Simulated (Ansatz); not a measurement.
System: H$_{2}$In$_{2}$NSi (charge −1).

Input

```
crystal:
  periodic: [false, false, false]
  atoms:
    - {symbol: In, position_ang: [0.571549, 0.388489, -0.110438]}
    - {symbol: In, position_ang: [-2.479714, 1.180705, -0.209419]}
    - {symbol: N, position_ang: [-2.432257, 1.557425, 1.978374]}
    - {symbol: Si, position_ang: [-0.865936, 1.201442, 2.305632]}
    - {symbol: H, position_ang: [1.982848, 1.418051, -0.615199]}
    - {symbol: H, position_ang: [1.260289, -1.294306, -0.128140]}
basis:
  gaussian:
    orbitals: def2-TZVPD
total_charge: -1
hamiltonian:
  xc: pbe0
output: {forces: true, orbitals: {seedname: orbitals}}
```

Command:

```sh
ansatz run input.yaml --threads 2 --pin off --max-ram 4350MiB --events-out events.jsonl --progress --plain --runs-dir runs
```

Geometry: B3LYP-D3(BJ)/def2-SVPD; core potentials replace the inner electrons of In.

Level of theory: isolated molecule in a Gaussian basis; Kohn-Sham density functional theory, functional PBE0 (Ansatz).

> Predict the electron density and electron localisation function between the atoms.

Si–N (1.64 Å): the density is about 1.3 e/Å³ at the midpoint; the ELF peaks at about 0.85 between the atoms (a short, strongly polar bond).
In–N (2.22 Å): ρ is about 0.5 e/Å³ halfway; the ELF peaks at about 0.85 in the valence shell of N, 0.6 Å from its nucleus, and drops to about 0.15 between the two atoms.
In–Si (2.93 Å): the density is about 0.25 e/Å³ at the midpoint; the ELF peaks at about 0.80 in the valence shell of Si, 1.1 Å from its nucleus, and drops to about 0.20 between the two atoms.
In–Si (2.99 Å): ρ is about 0.28 e/Å³ halfway; the ELF peaks at about 0.55 in the valence shell of Si, 1.0 Å from its nucleus, and drops to about 0.15 between the two atoms.

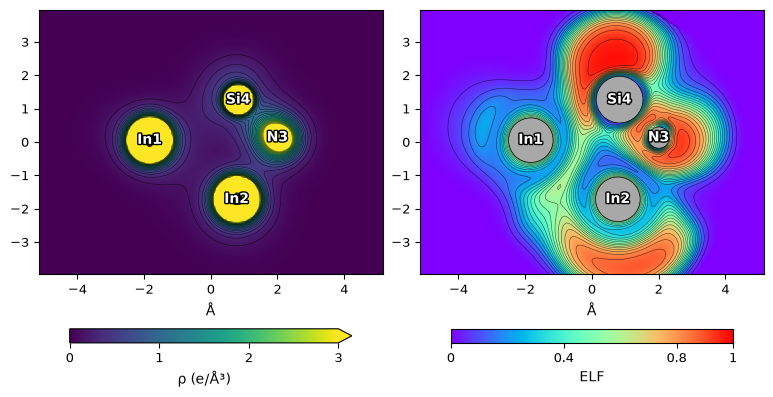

Computed electron density and electron localisation function on the plane of atoms In1, Si4 and In2, in this order. Grey discs cover the atomic cores in the ELF map. 
